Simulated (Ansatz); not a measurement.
# BNH4 (SMILES BN) at PBE0/STO-3G

Aim: the energy change on altering one bond length of BNH4 at PBE0/STO-3G, from 2 runs. 

The results are computed with Ansatz 0.2.0.

47 further runs of the same task are left out: 47 set aside as unsound or not needed.

**1. The system as given**

The species is BNH4 (6 atoms), meant as a singlet with charge 0. SMILES: `BN`. The shape is that of a PBE0-D4/def2-TZVP optimisation.

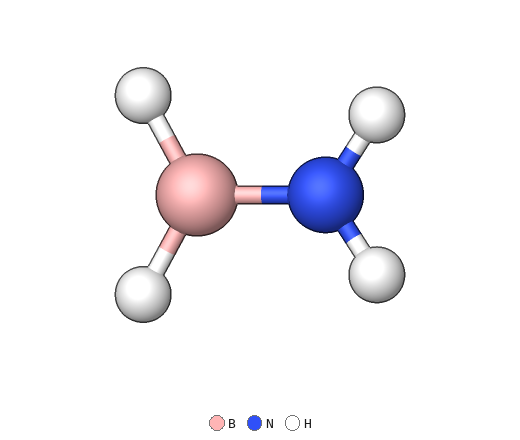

The structure, seen from a chosen angle (boron pink, nitrogen blue, hydrogen white).

**2. The energy at PBE0/STO-3G**

The input, run.yaml:

```yaml
crystal:
  periodic: [false, false, false]
  atoms:
    - {symbol: B, position_ang: [-0.128200, -0.679600, -0.025600]}
    - {symbol: N, position_ang: [0.146100, 0.677400, 0.010800]}
    - {symbol: H, position_ang: [0.225800, -1.368000, 0.887500]}
    - {symbol: H, position_ang: [-0.712000, -1.128700, -0.969200]}
    - {symbol: H, position_ang: [-0.121600, 1.313700, -0.720800]}
    - {symbol: H, position_ang: [0.632000, 1.121400, 0.771300]}
basis:
  gaussian:
    orbitals: STO-3G
total_charge: 0
hamiltonian:
  xc: pbe0
accuracy: high
```

Command:

```sh
ansatz run run.yaml --threads 1 --pin off --max-ram 2610MiB --events-out events.jsonl --progress --plain --runs-dir runs
```

The program printed:

```text
Warning: RAYON_NUM_THREADS=1 ignored (pool sized by the plan → 1); use --threads N
Functional definition: PBE0
  name "PBE0"
  parameter a = 0.25
  parameter kappa = 0.804
  parameter beta = 0.06672455060314922
  exchange = (1 - a)*pbe_x(kappa = kappa, mu = beta*pi^2/3) + a*exact_x
  correlation = pbe_c(beta = beta)
230 factors; integrals over basis functions are off by at most 7.8e-9 eV
mean field evaluation 1: about -2200.9737 eV, gradient 9.1e0 eV
mean field evaluation 2: about -2201.0485 eV, gradient 8.5e0 eV
mean field evaluation 4: about -2201.2419 eV, gradient 6.8e-2 eV
mean field evaluation 8: about -2201.2048 eV, gradient 2.1e-4 eV
mean field -2201.20483796 eV, -80.8927857648 hartree, gradient 3.6e-9 eV, S^2 0.000000; 0 other end points of the search recorded, 0 dependent functions left out
reference -2201.20483937 eV, -80.8927858168 hartree; 8, 8 occupied and 6, 6 virtual orbitals, 230 factors
Total energy: -2201.20483937 eV, -80.8927858168 hartree
```

It took 0.82 s on 1 thread of Arm Neoverse V1, shared host.

**3. The distorted shape at the same level**

The input, run.yaml:

```yaml
crystal:
  periodic: [false, false, false]
  atoms:
    - {symbol: B, position_ang: [-0.216691, -0.507517, -0.253852]}
    - {symbol: N, position_ang: [0.057609, 0.849483, -0.217452]}
    - {symbol: H, position_ang: [0.225800, -1.368000, 0.887500]}
    - {symbol: H, position_ang: [-0.800491, -0.956617, -1.197452]}
    - {symbol: H, position_ang: [-0.210091, 1.485783, -0.949052]}
    - {symbol: H, position_ang: [0.543509, 1.293483, 0.543048]}
basis:
  gaussian:
    orbitals: STO-3G
hamiltonian:
  xc: pbe0
accuracy: high
```

Command:

```sh
ansatz run run.yaml --threads 1 --pin off --max-ram 2610MiB --events-out events.jsonl --progress --plain --runs-dir runs
```

The program printed (excerpt; [...] marks lines left out):

```text
Warning: RAYON_NUM_THREADS=1 ignored (pool sized by the plan → 1); use --threads N
[... 7 set-up lines as earlier in the session ...]
230 factors; integrals over basis functions are off by at most 9.3e-9 eV
mean field evaluation 1: about -2199.8235 eV, gradient 9.9e0 eV
mean field evaluation 2: about -2199.8837 eV, gradient 1.0e1 eV
mean field evaluation 4: about -2200.1644 eV, gradient 1.7e-1 eV
mean field evaluation 8: about -2200.1113 eV, gradient 3.1e-4 eV
mean field -2200.11127569 eV, -80.8525980927 hartree, gradient 4.6e-8 eV, S^2 0.000000; 0 other end points of the search recorded, 0 dependent functions left out
reference -2200.11127713 eV, -80.8525981455 hartree; 8, 8 occupied and 6, 6 virtual orbitals, 230 factors
Total energy: -2200.11127713 eV, -80.8525981455 hartree
```

Run time: 0.82 s. Hardware: 1 thread of Arm Neoverse V1, shared host.

**4. Summary of results**

At PBE0/STO-3G:

| quantity | value |
| --- | --- |
| first shape: total energy | -80.89279 Eh |
| distorted shape: total energy | -80.85260 Eh |
| energy change with the B1–H3 bond stretched from 1.197 to 1.496 Å | 1.094 eV |

In words: With the B1–H3 bond stretched from 1.197 to 1.496 Å the energy rises by 1.09 eV (106 kJ/mol). The first shape isn't relaxed at this level, so the change isn't measured from a minimum. The minimal basis adds a large error of its own.
